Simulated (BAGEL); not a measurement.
# ZnB2H2O (SMILES [BH]1O[BH][Zn]1) at PBE0/cc-pVDZ (density fitting with qzvpp-jkfit)

What is the energy change on altering one bond length of ZnB2H2O at PBE0/cc-pVDZ (density fitting with qzvpp-jkfit)? 

The calculation is run with BAGEL 1.2.2.

5 further runs of the same task are left out: 5 that didn't finish.

## (1) The molecule

The species is ZnB2H2O (6 atoms), meant as a singlet with charge 0. As SMILES, `[BH]1O[BH][Zn]1`. The coordinates come from a PBE0-D4/def2-TZVP relaxation.

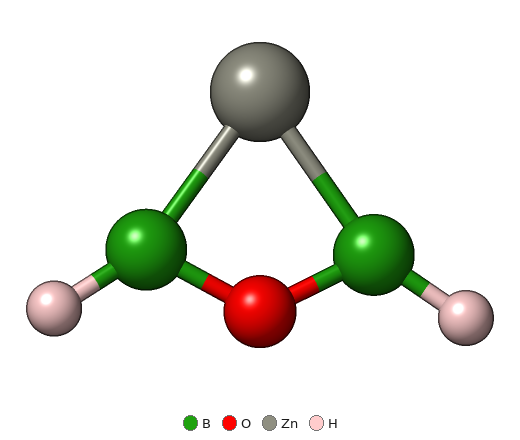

Viewed from a chosen angle; boron green, oxygen red, zinc grey, hydrogen pink.

## (2) The energy at PBE0/cc-pVDZ (density fitting with qzvpp-jkfit)

job.json reads:

```json
{ "bagel": [

{
  "title": "molecule",
  "basis": "cc-pvdz.json",
  "df_basis": "qzvpp-jkfit",
  "angstrom": true,
  "geometry": [
    { "atom": "B", "xyz": [   -0.627200,    0.542100,   -0.897500 ] },
    { "atom": "O", "xyz": [    0.285900,    0.514800,    0.146400 ] },
    { "atom": "B", "xyz": [    0.606500,   -0.629100,    0.862700 ] },
    { "atom": "Zn", "xyz": [   -0.811100,   -1.552300,   -0.460100 ] },
    { "atom": "H", "xyz": [   -0.822400,    1.590100,   -1.441800 ] },
    { "atom": "H", "xyz": [    1.410400,   -0.529500,    1.743900 ] }
  ]
},
{ "title": "ks", "xc_func": "pbe0" },
{ "title": "print", "file": "orbitals.molden", "orbitals": true }

]}
```

The basis set cc-pVDZ is read from a file made from the Basis Set Exchange's data (not shown).

Started as:

```bash
BAGEL_NUM_THREADS=1 BAGEL job.json > job.out
```

Output:

```text
* using 1 threads per process

  ===============================================================
  ===============================================================

  *** Geometry ***

  { "atom" : "B", "xyz" : [     -1.185236,      1.024421,     -1.696029 ] },
  { "atom" : "O", "xyz" : [      0.540273,      0.972831,      0.276656 ] },
  { "atom" : "B", "xyz" : [      1.146119,     -1.188827,      1.630267 ] },
  { "atom" : "Zn", "xyz" : [     -1.532757,     -2.933422,     -0.869463 ] },
  { "atom" : "H", "xyz" : [     -1.554111,      3.004854,     -2.724607 ] },
  { "atom" : "H", "xyz" : [      2.665270,     -1.000610,      3.295493 ] },

  Number of auxiliary basis functions:      527

  Since a DF basis is specified, we compute 2- and 3-index integrals:
    o Being stored without compression. Storage requirement is 0.038 GB

  Number of basis functions:       95
  Number of electrons      :       50

    * METHOD: MOLECULE                             0.39

  *** Kohn-Sham DFT ***

    * Removing 10973 points whose weight is below 1.00e-10
    * Grid points: 78463

  === Nuclear Repulsion ===
   181.9001827140

       - DIIS with orbital gradients will be used.

  === KS iteration (pbe0 / cc-pvdz.json) ===
      0      -1581.54578135          0.14071094           0.36
      1      -1635.41747857          0.27184379           0.34
      2      -1515.63752229          0.23969959           0.34
      3      -1839.76513618          0.19338025           0.34
      4      -1896.10533748          0.12487694           0.35
      5      -1903.75537596          0.06243502           0.34
      6      -1899.14986766          0.09830315           0.35
      7      -1904.49646746          0.04167930           0.35
      8      -1903.17943894          0.07461860           0.35
      9      -1904.84584558          0.03026028           0.35
     10      -1905.11581549          0.00428593           0.35
     11      -1905.12227079          0.00137094           0.35
     12      -1905.12329116          0.00023339           0.35
     13      -1905.12332375          0.00008694           0.35
     14      -1905.12332827          0.00001048           0.35
     15      -1905.12332832          0.00000247           0.35
     16      -1905.12332833          0.00000072           0.35
     17      -1905.12332833          0.00000051           0.35
     18      -1905.12332833          0.00000017           0.35
     19      -1905.12332833          0.00000009           0.35
     20      -1905.12332833          0.00000002           0.35
     21      -1905.12332833          0.00000001           0.35
     22      -1905.12332833          0.00000000           0.35
    * SCF iteration converged.

    * Permanent dipole moment:
           (    0.216817,     0.408594,     0.119859) a.u.

    * METHOD: KS                                   8.52

    * METHOD: PRINT                                0.02

  ===============================================================
```

Run time: 9.3 s. Hardware: 1 thread of Arm Neoverse V1, shared host; peak memory 0.38 GiB.

## (3) The distorted shape

job.json reads:

```json
{ "bagel" : [

{
  "title" : "molecule",
  "basis" : "cc-pvdz.json",
  "df_basis" : "qzvpp-jkfit",
  "angstrom" : true,
  "geometry" : [
    { "atom" : "B", "xyz" : [   -0.471039,   -0.296304,   -0.462058 ] },
    { "atom" : "O", "xyz" : [    0.442061,   -0.323604,    0.581842 ] },
    { "atom" : "B", "xyz" : [    0.762661,   -1.467504,    1.298142 ] },
    { "atom" : "Zn", "xyz" : [   -0.654939,   -2.390704,   -0.024658 ] },
    { "atom" : "H", "xyz" : [   -0.822400,    1.590100,   -1.441800 ] },
    { "atom" : "H", "xyz" : [    1.566561,   -1.367904,    2.179342 ] }
  ]
},
{
  "title" : "ks",
  "xc_func" : "pbe0"
},
{
  "title" : "print",
  "file" : "orbitals.molden",
  "orbitals" : true
}

]}
```

The basis set cc-pVDZ is read from a file made from the Basis Set Exchange's data (not shown).

Started as:

```bash
BAGEL_NUM_THREADS=1 BAGEL job.json > job.out
```

Output:

```text
* using 1 threads per process

  ===============================================================
  ===============================================================

  *** Geometry ***

  { "atom" : "B", "xyz" : [     -0.890135,     -0.559933,     -0.873163 ] },
  { "atom" : "O", "xyz" : [      0.835374,     -0.611523,      1.099522 ] },
  { "atom" : "B", "xyz" : [      1.441220,     -2.773181,      2.453133 ] },
  { "atom" : "Zn", "xyz" : [     -1.237655,     -4.517776,     -0.046597 ] },
  { "atom" : "H", "xyz" : [     -1.554111,      3.004854,     -2.724607 ] },
  { "atom" : "H", "xyz" : [      2.960371,     -2.584964,      4.118360 ] },

  Number of auxiliary basis functions:      527

  Since a DF basis is specified, we compute 2- and 3-index integrals:
    o Being stored without compression. Storage requirement is 0.038 GB

  Number of basis functions:       95
  Number of electrons      :       50

    * METHOD: MOLECULE                             0.39

  *** Kohn-Sham DFT ***

    * Removing 10251 points whose weight is below 1.00e-10
    * Grid points: 79185

  === Nuclear Repulsion ===
   179.1499875541

       - DIIS with orbital gradients will be used.

  === KS iteration (pbe0 / cc-pvdz.json) ===
      0      -1582.52092215          0.14071815           0.36
      1      -1634.09056721          0.24968436           0.36
      2      -1516.64814554          0.23853495           0.35
      3      -1854.22430528          0.14455975           0.35
      4      -1884.78752596          0.15334643           0.35
      5      -1892.94369493          0.14176167           0.34
      6      -1892.18173708          0.13165871           0.35
      7      -1900.16010053          0.07889936           0.34
      8      -1885.22754637          0.17807691           0.35
      9      -1867.50069416          0.25556869           0.35
     10      -1903.53132016          0.04983093           0.35
     11      -1904.93511966          0.01492387           0.35
     12      -1904.87973048          0.01208453           0.34
     13      -1905.01048495          0.00276867           0.34
     14      -1905.01479533          0.00113323           0.35
     15      -1905.01570641          0.00038991           0.36
     16      -1905.01578171          0.00015038           0.36
     17      -1905.01579757          0.00002937           0.34
     18      -1905.01579818          0.00001465           0.35
     19      -1905.01579828          0.00000894           0.34
     20      -1905.01579836          0.00000156           0.36
     21      -1905.01579835          0.00000173           0.36
     22      -1905.01579836          0.00000054           0.36
     23      -1905.01579836          0.00000045           0.36
     24      -1905.01579836          0.00000009           0.35
     25      -1905.01579836          0.00000003           0.35
     26      -1905.01579836          0.00000001           0.34
     27      -1905.01579836          0.00000000           0.34
    * SCF iteration converged.

    * Permanent dipole moment:
           (    0.024704,     1.328389,    -0.381547) a.u.

    * METHOD: KS                                  10.30

    * METHOD: PRINT                                0.02

  ===============================================================
```

It took 11 s on 1 thread of Arm Neoverse V1, shared host; peak memory 0.39 GiB.

## (4) Summary of results

At PBE0/cc-pVDZ (density fitting with qzvpp-jkfit):

```
                                                         quantity           value
                                        first shape: total energy  -1905.12333 Eh
                                       first shape: dipole moment          1.21 D
                                         first shape: HOMO energy        -5.67 eV
                                         first shape: LUMO energy        -1.80 eV
                                       first shape: HOMO–LUMO gap         3.88 eV
                                    distorted shape: total energy  -1905.01580 Eh
                                   distorted shape: dipole moment          3.51 D
                                     distorted shape: HOMO energy        -5.94 eV
                                     distorted shape: LUMO energy        -2.53 eV
                                   distorted shape: HOMO–LUMO gap         3.40 eV
energy change with the B1–H5 bond stretched from 1.197 to 2.154 Å        2.926 eV
```

With the B1–H5 bond stretched from 1.197 to 2.154 Å the energy rises by 2.93 eV (282 kJ/mol). The first shape isn't relaxed at this level, so the change isn't measured from a minimum.
